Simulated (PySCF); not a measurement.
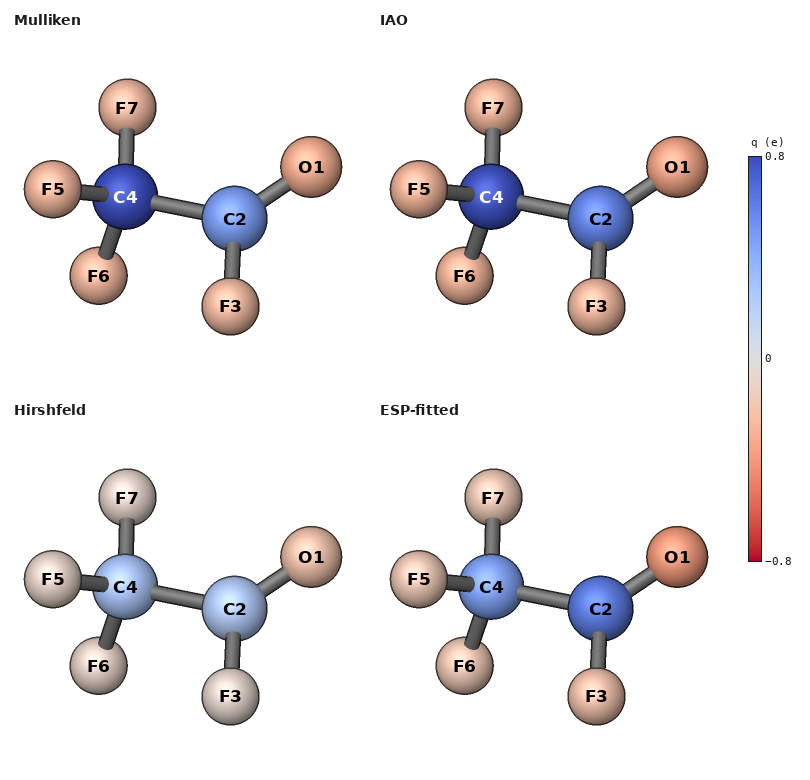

Atomic charges of one calculation by 4 schemes, on one colour scale. The geometry was computed by an optimisation with PBE0-D3(BJ)/def2-SVP. No frequency run is at hand to confirm it as a minimum. Computed with PBE0/pcSseg-1 (PySCF 2.14.0).

### On which atom do the schemes disagree most?

On C4 (from 0.26 to 0.78 e).

List the charges (e), one line for each set of equivalent atoms. Atoms whose distances differ by more than 0.02 Å in this geometry are listed apart.

```csv
atom,Mulliken,IAO,Hirshfeld,ESP-fitted
O1,−0.30,−0.33,−0.19,−0.39
C2,0.47,0.58,0.22,0.61
F3,−0.23,−0.24,−0.06,−0.20
C4,0.78,0.77,0.26,0.44
F5,−0.25,−0.26,−0.08,−0.16
F6,−0.25,−0.26,−0.08,−0.16
F7,−0.23,−0.25,−0.07,−0.15
```
